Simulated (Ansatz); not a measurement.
CH5BSi (charge +1, doublet)

Input file:

```
crystal:
  periodic: [false, false, false]
  atoms:
    - {symbol: C, position_ang: [-0.717419, -0.924190, -1.635128]}
    - {symbol: B, position_ang: [-0.555656, 0.325556, -0.855497]}
    - {symbol: Si, position_ang: [1.065516, -1.265739, -1.066706]}
    - {symbol: H, position_ang: [-0.618896, 1.369742, -0.289376]}
    - {symbol: H, position_ang: [-1.465030, -1.635417, -1.234332]}
    - {symbol: H, position_ang: [-0.829129, -0.788180, -2.727976]}
    - {symbol: H, position_ang: [1.253847, -2.017276, 0.189030]}
    - {symbol: H, position_ang: [2.164791, -0.805188, -1.936579]}
basis:
  gaussian: {orbitals: def2-TZVPD}
total_charge: 1
magnetization: {spin_polarized: true, initial_magnetization: 1}
hamiltonian: {xc: pbe0}
output: {forces: true, orbitals: {seedname: orbitals}}
```

Launched as:

```sh
ansatz run input.yaml --threads 1 --pin off --max-ram 2610MiB --events-out events.jsonl --progress --plain --runs-dir runs
```

Geometry: r2SCAN-D4/def2-SVP.

These are results of Ansatz 0.2.0, isolated molecule in a Gaussian basis; Kohn-Sham density functional theory, functional PBE0, not measurements.

Question: What can the converged electron density, electron localisation function and spin density tell about the bonding?

Answer: C–B (1.48 Å): ρ at the midpoint is about 1.6 e/Å³; the ELF peaks at about 0.95 between the atoms; a covalent bond.
C–Si (1.90 Å): the density is about 0.85 e/Å³ at the midpoint; the ELF peaks at about 0.90 between the atoms; a covalent bond.
B–H (1.19 Å): the density is about 1.4 e/Å³ at the midpoint; the ELF climbs to about 1 towards the hydrogen, as it does in any bond to H (an ordinary covalent bond to hydrogen).
The unpaired spin (1 electron) lies mostly on Si3 (about 0.5), B2 (about 0.3) and C1 (about 0.1), in electrons by Hirshfeld's partition.

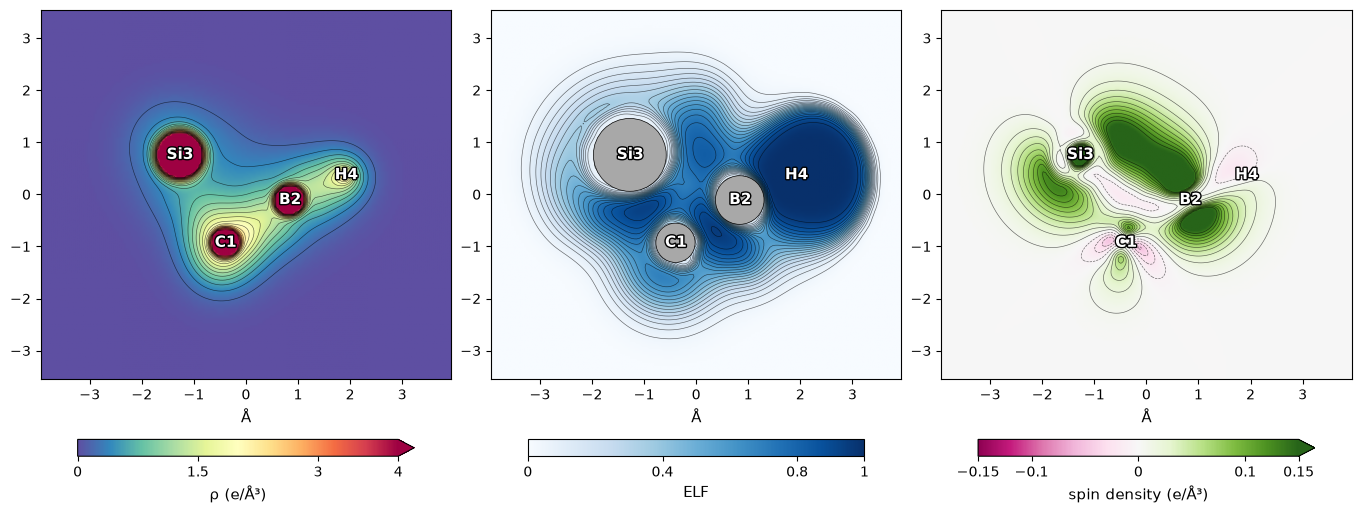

Computed electron density, electron localisation function and spin density on the plane of atoms B2, C1 and Si3, in this order. Grey discs cover the atomic cores in the ELF map. 
